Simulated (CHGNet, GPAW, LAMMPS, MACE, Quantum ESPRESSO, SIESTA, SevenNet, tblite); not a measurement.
# Codes compared on amorphous Zn25Hg15S40 (80 atoms)

Aim: run amorphous Zn25Hg15S40 (80 atoms) in several programs and set results and cost side by side. A plane-wave run serves as the reference.

Main program and level: Quantum ESPRESSO 7.5; Kohn-Sham DFT, PBE, SSSP efficiency 1.3.0 pseudopotentials, plane waves.

## Step 1: The starting structure

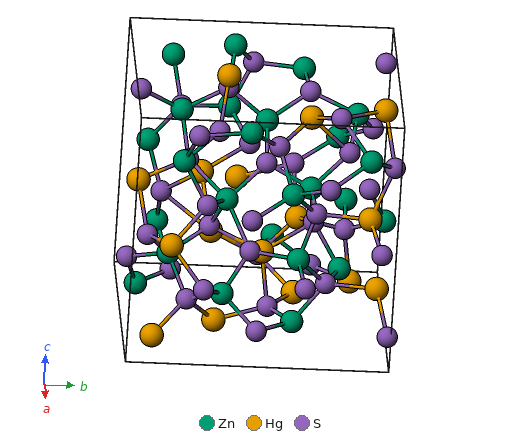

The starting structure, seen slightly off an axis (zinc teal, mercury orange, sulfur purple). Bonds to atoms that aren't drawn are left out. Some periodic images of atoms are drawn too.

The cell holds 80 atoms: 25 Zn, 15 Hg and 40 S. Its edges and angles: a = 12.129 Å, b = 12.129 Å, c = 12.129 Å, α = 90.0°, β = 90.0°, γ = 90.0°. 80 atoms (25 Zn, 15 Hg, 40 S) placed at random at 5.51 g/cm³, melted at 2500 K for 10 ps at fixed volume with the Stillinger-Weber II-VI potential (Zhou et al., Phys. Rev. B 88, 085309 (2013)). Quenched from 2500 K to 300 K at 3 K/ps and fixed volume, held 5 ps, then minimised at fixed cell.

## Step 2: Plane-wave reference

pw.in reads:

```
&control
  calculation = 'scf'
  pseudo_dir = './pseudo'
  outdir = './tmp'
  disk_io = 'none'
  tprnfor = .true.
  tstress = .true.
/
&system
  ibrav = 0
  nat = 80
  ntyp = 3
  ecutwfc = 55
  ecutrho = 440
  nosym = .true.
  occupations = 'smearing'
  smearing = 'fd'
  degauss = 0.003675
/
&electrons
  conv_thr = 4.0e-07
  electron_maxstep = 100
  mixing_beta = 0.4
  mixing_mode = 'plain'
  diagonalization = 'david'
/
ATOMIC_SPECIES
Zn 65.380 Zn.upf
Hg 200.592 Hg.upf
S 32.060 S.upf
CELL_PARAMETERS angstrom
12.12880 0.00000 0.00000
0.00000 12.12880 0.00000
0.00000 0.00000 12.12880
ATOMIC_POSITIONS crystal
Zn 0.50714 0.82008 0.21521
Zn 0.77795 0.18867 0.74032
Zn 0.20734 0.39273 0.98979
Zn 0.08029 0.16787 0.88995
Zn 0.36219 0.86284 0.78929
Zn 0.37641 0.51982 0.75668
Zn 0.60221 0.37127 0.51952
Zn 0.36149 0.19510 0.78150
Zn 0.86807 0.60439 0.65564
Zn 0.89244 0.43056 0.91276
Zn 0.33239 0.06324 0.05304
Zn 0.78781 0.64391 0.35979
[... 64 atom lines left out ...]
S 0.63911 0.32524 0.81101
S 0.25982 0.46703 0.61154
S 0.06989 0.97669 0.88330
S 0.86446 0.49660 0.09112
K_POINTS gamma
```

Launch:

```console
$ OMP_NUM_THREADS=1 mpirun -np 4 pw.x -in pw.in > output.txt
```

Output:

```text
Program PWSCF
     gamma-point specific algorithms are used
     one sub-group per band group will be used
     scalapack distributed-memory algorithm (size of sub-group:  2*  2 procs)
     Parallelization info
     sticks:   dense  smooth     PW     G-vecs:    dense   smooth      PW
     Min        4597    2298    575               469213   165902   20736
     Max        4600    2299    578               469224   165907   20742
     Sum       18393    9193   2305              1876865   663621   82951
     bravais-lattice index     =            0
     lattice parameter (alat)  =      22.9201  a.u.
     unit-cell volume          =   12040.6548 (a.u.)^3
     number of atoms/cell      =           80
     number of atomic types    =            3
     number of electrons       =      1040.00
[... lines left out ...]
     scf convergence threshold =      4.0E-07
[... lines left out ...]
     number of k points=     1  Fermi-Dirac smearing, width (Ry)=  0.0037
[... lines left out ...]
     total energy              =  -17153.66225454 Ry
[... lines left out ...]
     total energy              =  -17151.82857182 Ry
[... lines left out ...]
     total energy              =  -17155.86580010 Ry
[... lines left out ...]
     total energy              =  -17156.35717804 Ry
[... lines left out ...]
     total energy              =  -17156.35717822 Ry
[... lines left out ...]
  -107.1332-107.1328-107.1228-107.0860-107.0859-107.0643-106.9932-106.9063
   -72.7843 -72.7644 -72.7353 -72.7172 -72.6922 -72.6906 -72.6837 -72.6700
   -72.6429 -72.5001 -72.4935 -72.4846 -72.4760 -72.4725 -72.4664 -72.4560
   -72.4556 -72.4546 -72.4385 -72.4362 -72.4189 -72.2759 -72.2754 -72.2653
[...]
13.7183  13.7917  13.8320  13.8442  13.8943  13.9174  13.9271  14.0140
    14.0409  14.0533  14.0684  14.1254  14.1761  14.2063  14.2649  14.2848
     the Fermi energy is     7.7302 ev
!    total energy              =  -17156.35717805 Ry
     estimated scf accuracy    <       0.00000032 Ry
     smearing contrib. (-TS)   =      -0.02154083 Ry
     internal energy E=F+TS    =  -17156.33563722 Ry
     The total energy is F=E-TS. E is the sum of the following terms:
     one-electron contribution =  -14869.40576442 Ry
     hartree contribution      =    7639.39137269 Ry
     xc contribution           =   -1803.28149512 Ry
     ewald contribution        =   -8123.03975037 Ry
     convergence has been achieved in  22 iterations
     Forces acting on atoms (cartesian axes, Ry/au):
     atom    1 type  1   force =     0.00357004   -0.00704800    0.02320636
     atom    2 type  1   force =    -0.01747791    0.01862139   -0.00244669
     atom    3 type  1   force =     0.00614844    0.00218799   -0.01057219
[...]
atom   79 type  3   force =    -0.00450720   -0.01090113   -0.01868342
     atom   80 type  3   force =    -0.00683992   -0.00250893    0.00931325
     Total force =     0.230593     Total SCF correction =     0.003514
     Computing stress (Cartesian axis) and pressure
          total   stress  (Ry/bohr**3)                   (kbar)     P=       -7.58
  -0.00002642   0.00007218  -0.00001262           -3.89       10.62       -1.86
   0.00007218  -0.00010170  -0.00002551           10.62      -14.96       -3.75
  -0.00001262  -0.00002551  -0.00002640           -1.86       -3.75       -3.88
     Message from routine punch:
     Nothing written, as per user request (disk_io='none')
```

Run time: 14 min. Hardware: 4 MPI ranks of Arm Neoverse V2, shared host; peak memory 6.7 GiB; 56 min of CPU time.

Banners, paths, timers and routine set-up lines are dropped from the logs unmarked, and long logs keep their key lines alone; longer cuts are marked.

Numbers from this run:

```
r.m.s. force component : 0.3827 eV/Å
longest force          : 1.455 eV/Å
pressure               : -0.7577 GPa
```

## Step 3: Structure statistics

Density 5.51 g/cm³, 22.30 Å³ an atom.

g(r), total and by pair (bins of 0.2 Å):

```
r (Å)  total   S-S   S-Zn  S-Hg  Zn-Zn  Zn-Hg  Hg-Hg
 2.20   0.04  0.00   0.14  0.00   0.00   0.00   0.00
 2.40   3.41  0.00  10.89  0.00   0.00   0.00   0.00
 2.60   1.49  0.00   1.07  5.99   0.00   0.26   0.00
 2.80   0.34  0.00   0.00  1.83   0.00   0.00   0.00
 3.00   0.42  0.69   0.00  1.32   0.00   0.00   0.00
 3.20   0.39  0.70   0.00  0.58   0.00   0.55   1.21
 3.40   0.53  0.75   0.06  0.00   0.59   1.15   3.87
 3.60   1.22  2.29   0.38  0.28   1.72   2.02   1.99
 3.80   1.69  2.29   0.69  0.65   4.87   2.21   1.30
 4.00   1.71  2.35   1.03  0.82   3.29   2.40   1.18
 4.20   1.54  2.33   1.05  1.13   1.16   2.26   1.07
 4.40   1.25  1.02   1.50  0.92   0.95   1.68   1.95
 4.60   0.70  0.50   0.80  1.18   0.43   0.44   0.31
 4.80   0.82  0.80   0.99  1.14   0.29   0.33   0.84
 5.00   0.79  0.49   1.22  0.85   0.37   0.45   0.99
 5.20   0.72  0.40   1.10  0.83   0.42   0.63   0.24
 5.40   0.73  0.49   0.93  0.89   0.46   0.72   0.64
 5.60   0.79  0.40   1.04  1.29   0.43   0.42   0.99
 5.80   0.95  0.55   1.45  1.05   0.47   0.95   0.19
 6.00   1.23  1.07   1.44  1.75   0.82   0.83   0.35
```

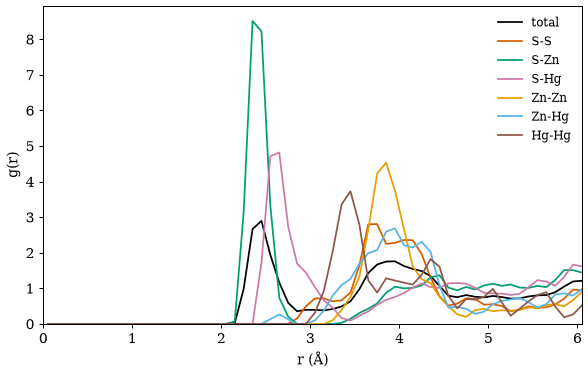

Pair distribution functions, lightly smoothed.

Bonds by pair of elements; cutoffs follow the first minimum of g(r), held within bounds set by covalent radii, and pairs that aren't listed don't count as bonded:

```
pair A-B  cutoff (Å)  bonds  mean length (Å)  spread (Å)  shortest (Å)  B about A  A about B
    S-Zn        3.02     99             2.41       0.074          2.29       2.48       3.96
    S-Hg        3.15     58             2.72        0.18          2.50       1.45       3.87
```

The cutoff for S-Hg falls short of the minimum of g(r), so counts run low and odd coordinations can be artefacts.

How many atoms have how many bonded neighbours:

```csv
element,mean,2,3,4,5
Hg,3.87,0,4,9,2
S,3.92,2,8,21,9
Zn,3.96,0,2,22,1
```

Rings of the network by King's shortest-path rule, up to 12 atoms, one path for each pair of neighbours; H, halogens, alkali and alkaline-earth atoms are left out, and the last column divides by all other atoms, bonded or not:

| ring size (atoms) | rings | per network atom |
| --- | --- | --- |
| 4 | 14 | 0.175 |
| 6 | 124 | 1.55 |
| 8 | 43 | 0.538 |

## Step 4: The ladder

The programs:
- CHGNet: machine-learned potential, published weights.
- GPAW 26.7.0: PAW with atomic orbitals (LCAO), plane waves or a real-space grid of spacing h.
- MACE: machine-learned potential, published weights.
- Quantum ESPRESSO 7.5: plane waves; labels (QE) give functional, pseudopotential set and cutoffs of waves/density.
- SIESTA 5.4.2: numerical atomic orbitals, whose automatically made sets are far from complete, with PseudoDojo norm-conserving potentials that we converted to its format (checked against plane waves on the same files for H, C, O, Si, Ge and Ca alone); labels give functional, basis size, energy shift and mesh cutoff.
- SevenNet: machine-learned potential, published weights.
- tblite 0.8.0: extended tight binding, driven from Python.

All use the same cell and atoms; the electronic-structure runs use the same k-mesh, and an electronic temperature of 580 K (0.05 eV) where levels are smeared.

Differences are against the plane-wave reference, forces as r.m.s. over components; share is that over the reference's r.m.s. force, slope the least-squares factor from reference forces to these. Total energies of different programs have different zeros and aren't compared.

| run | Δ force, r.m.s. (meV/Å) | share (%) | slope | Δ pressure (GPa) | cores | CPU time | memory (GiB) |
| --- | --- | --- | --- | --- | --- | --- | --- |
| reference | - | - | - | - | 4 | 56 min | 6.7 |
| CHGNet 0.3.0 potential | 220 | 57.6 | 0.666 | 0.0268 | 1 | 3 s | 0.68 |
| GPAW PBE, LCAO dzp, h 0.2 Å | 57.5 | 15.0 | 1.014 | - | 1 | 5.6 min | 1.9 |
| GPAW PBE, LCAO dzp, h 0.25 Å (coarse) | 58.1 | 15.2 | 1.020 | - | 1 | 3.5 min | 1.1 |
| GPAW PBE, LCAO sz(dzp), h 0.2 Å (coarse) | 183 | 47.8 | 0.990 | - | 1 | 2.5 min | 1.6 |
| GPAW PBE, grid h 0.24 Å (coarse) | 28.5 | 7.46 | 1.021 | - | 4 | 75 min | 3.3 |
| MACE MP-0b3 medium potential | 124 | 32.3 | 0.913 | -0.378 | 1 | 7 s | 0.85 |
| QE PBE+D3(BJ), sssp-1.3.0-efficiency, 55/440 Ry | 7.96 | 2.08 | 0.999 | -2.34 | 4 | 56 min | 6.8 |
| SIESTA PBE, DZ, shift 0.01 Ry, mesh 500 Ry (coarse) | 287 | 75.0 | 1.111 | -0.204 | 2 | 4.5 min | 1.6 |
| SIESTA PBE, DZP, shift 0.01 Ry, mesh 200 Ry | 135 | 35.2 | 1.065 | -3.40 | 2 | 2.2 min | 0.84 |
| SIESTA PBE, DZP, shift 0.01 Ry, mesh 500 Ry | 135 | 35.2 | 1.064 | -3.44 | 2 | 6.9 min | 2.3 |
| SIESTA PBE, TZP, shift 0.01 Ry, mesh 500 Ry | 132 | 34.6 | 1.063 | -3.83 | 4 | 9 min | 2.9 |
| SIESTA RPBE, PBE potentials, DZP, shift 0.01 Ry, mesh 500 Ry | 148 | 38.6 | 1.079 | -0.938 | 2 | 6.8 min | 2.3 |
| SevenNet l3i5 potential | 92.8 | 24.3 | 0.936 | 0.314 | 1 | 8.2 s | 1.1 |
| tblite GFN1-xTB | 320 | 83.6 | 0.882 | 0.982 | 1 | 4.4 s | 0.13 |

Rows marked coarse were listed beforehand as settings not expected to be converged; some can still land near the reference.

Times of the machine-learned potentials are mostly Python's start and the loading of weights.

CPU time is summed over cores on a shared host, where runs went side by side, so it is rough. Symmetry, cutoffs, thresholds, outputs and thread counts weren't matched or tuned between programs; memory under MPI is the largest rank's times the ranks.

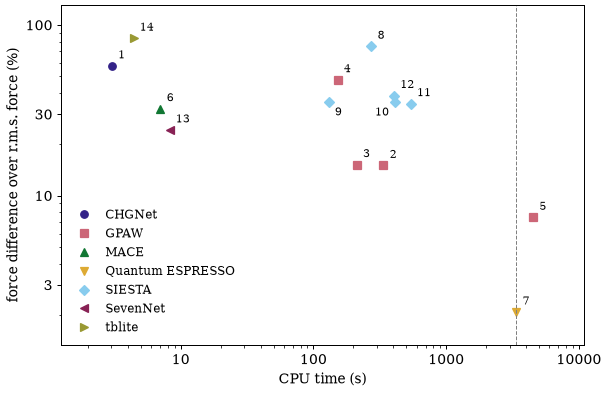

Force difference against CPU time; the dashed line marks the reference's time. Points: 1 CHGNet 0.3.0 potential; 2 GPAW PBE, LCAO dzp, h 0.2 Å; 3 GPAW PBE, LCAO dzp, h 0.25 Å; 4 GPAW PBE, LCAO sz(dzp), h 0.2 Å; 5 GPAW PBE, grid h 0.24 Å; 6 MACE MP-0b3 medium potential; 7 QE PBE+D3(BJ), sssp-1.3.0-efficiency, 55/440 Ry; 8 SIESTA PBE, DZ, shift 0.01 Ry, mesh 500 Ry; 9 SIESTA PBE, DZP, shift 0.01 Ry, mesh 200 Ry; 10 SIESTA PBE, DZP, shift 0.01 Ry, mesh 500 Ry; 11 SIESTA PBE, TZP, shift 0.01 Ry, mesh 500 Ry; 12 SIESTA RPBE, PBE potentials, DZP, shift 0.01 Ry, mesh 500 Ry; 13 SevenNet l3i5 potential; 14 tblite GFN1-xTB.

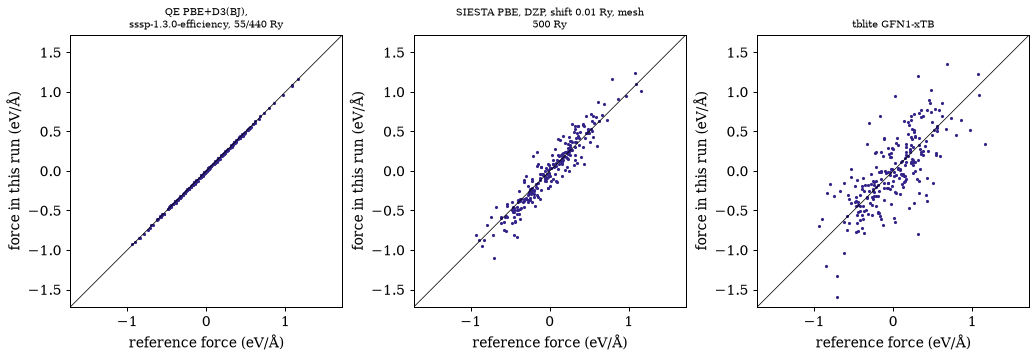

Force components against those of the reference; the line marks equality.

Mean charges by element (e), by run and scheme:

```
                                                         run     scheme     Zn     Hg      S
                 SIESTA PBE, DZP, shift 0.01 Ry, mesh 200 Ry  Hirshfeld  +0.61  +0.63  -0.62
                 SIESTA PBE, DZP, shift 0.01 Ry, mesh 500 Ry  Hirshfeld  +0.61  +0.63  -0.62
                 SIESTA PBE, TZP, shift 0.01 Ry, mesh 500 Ry  Hirshfeld  +0.60  +0.62  -0.61
SIESTA RPBE, PBE potentials, DZP, shift 0.01 Ry, mesh 500 Ry  Hirshfeld  +0.62  +0.64  -0.62
                                             tblite GFN1-xTB   Mulliken  +0.37  +0.10  -0.27
```

Within one program, basis, potentials and functional, energies share a zero. Each run against its twin at the usual cutoff or grid and solver:

| run | twin | Δ energy (meV/atom) | Δ force, r.m.s. (meV/Å) | CPU time over the twin's |
| --- | --- | --- | --- | --- |
| GPAW PBE, LCAO dzp, h 0.25 Å | LCAO dzp, h 0.2 Å | 82.5 | 37.4 | 0.63 |
| SIESTA PBE, DZP, shift 0.01 Ry, mesh 200 Ry | DZP, shift 0.01 Ry, mesh 500 Ry | -2.98 | 5.92 | 0.32 |

## Step 5: Outcome

| Quantity | Value |
| --- | --- |
| reference r.m.s. force component | 0.383 eV/Å |
| nearest in forces | QE PBE+D3(BJ), sssp-1.3.0-efficiency, 55/440 Ry, 2.1 % |
| farthest in forces | tblite GFN1-xTB, 84 % |
| cheapest electronic-structure run beside the reference | tblite GFN1-xTB, 4.4 s of CPU time |

**Reading.** The PBE runs in local orbitals, coarse settings apart, differ by 15 % (GPAW PBE, LCAO dzp, h 0.2 Å) to 35 % (SIESTA PBE, DZP, shift 0.01 Ry, mesh 200 Ry); basis, grid and potentials can all enter. Tight binding differs by 84 % (tblite GFN1-xTB); it is another model, with fitted parameters of its own, and the xTB methods hold dispersion. Machine-learned potentials differ by 24 % (SevenNet l3i5 potential) to 58 % (CHGNet 0.3.0 potential); they were trained on other programs' data. Among those trained on PBE data the slope goes as low as 0.67, with a correlation of 0.82, so directions differ as well as sizes. In the reference's own program, potentials and cutoffs, a change of model alone moves forces by 2.1 % (QE PBE+D3(BJ), sssp-1.3.0-efficiency, 55/440 Ry). Other rows with another functional or a dispersion term differ by 39 % (SIESTA RPBE, PBE potentials, DZP, shift 0.01 Ry, mesh 500 Ry), which mixes the change of model with differences of basis and potentials, some of them made for another functional. GPAW PBE, grid h 0.24 Å needed 82 SCF steps, so its time overstates the method's usual cost. Runs with settings chosen to be coarse differ by 7.5 % (GPAW PBE, grid h 0.24 Å) to 75 % (SIESTA PBE, DZ, shift 0.01 Ry, mesh 500 Ry), their programs' other errors included. Of the electronic-structure runs that take under half the reference's CPU time, GPAW PBE, LCAO dzp, h 0.2 Å is among the nearest, at 15 % in 5.6 min against 56 min. In pressure, SIESTA PBE, TZP, shift 0.01 Ry, mesh 500 Ry misses by -3.8 GPa, at the same functional. Charges hang on model, scheme and program or settings: among these rows the mean for Hg runs from +0.10 to +0.64 e. In the reference: levels near the Fermi energy are neither full nor empty under the smearing, so no gap is quoted. In the reference: first main peaks of g(r), for some of the pairs, lie near 2.4 Å (S-Zn), 2.6 Å (S-Hg), 3.8 Å (Zn-Zn), 3.9 Å (Zn-Hg) and 3.4 Å (Hg-Hg). Periodic xTB results under one method name differ between programs and library versions. The potentials hold different valence shells: 1040 electrons in the reference, 810 in GPAW; this bears on time and differences. The reference's pressure holds the uncorrected Pulay stress of its 55 Ry basis, so small pressure differences, and their order, may be the reference's own error. Machine-learned potentials mimic data converged in k, so the reference's own k-point error enters their differences. The quench rate of 3 K/ps is many orders above laboratory rates, so the cell is likely richer in defects and strain than a real sample. The network of bonds at the start is that of the classical potential that made the cell, and needn't be the one that DFT or experiment would give. The electronic-structure runs sample only Γ, in a cell whose shortest periodic width is 12 Å, which is coarse for a cell with partly filled levels. Spin–orbit coupling is left out, which matters for the levels of the heavy elements.

[Also dropped from logs without a mark: logging warnings of Python, and SIESTA's first energy breakdown and zero terms.]

[Logs are printed without paths, hosts, clocks, repeated set-up lines and the standing remarks that a program may print on its own settings, such as how far it seeks lower states.]

[Hosts, paths, dates, database ids (printed as entryN), source tags and the programs' standing remarks are cut or masked in the printed files.]
